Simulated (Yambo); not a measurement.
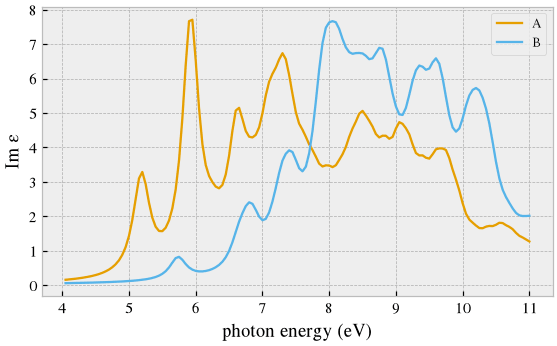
Figure: Two computed absorption spectra of NH₄I (space group P4/nmm, No. 129) (Yambo, LDA bands with the same scissor, field along x)

Axes are Cartesian, with cell vectors (Å) (6.15, 0.00, 0.00), (0.00, 6.15, 0.00), (0.00, 0.00, 4.41).

Task: Which curve includes the electron-hole attraction (BSE)?

Result: Curve A: the attraction moves weight to lower energy (centre of the plotted range 7.7 eV against 8.7 eV). Settings: 4×4×4 mesh, 6 valence and 16 conduction bands, static screening with 77 bands and a 3 Ry block, scissor 2.19 eV, Tamm-Dancoff. The scissor comes from a G0W0 run whose convergence isn't established. Broadening 0.15 eV. The band window holds all transitions up to 12.6 eV. On this mesh the peak heights and the fine structure are mesh artefacts; only the shift of weight is robust.

Spin-orbit coupling is not included.

Geometry of the Materials Project entry, not relaxed at this level; primitive cell a = 6.1494 Å, b = 6.1494 Å, c = 4.4137 Å, α = 90.00°, β = 90.00°, γ = 90.00°.

The structure is a Materials Project entry; no match was found in the copy of COD used, and its stability was not checked.

The distance between layers or molecules is the database entry's, not relaxed here. Functionals without dispersion can leave it too large, which widens gaps and weakens the response across layers: the numbers belong to this cell.
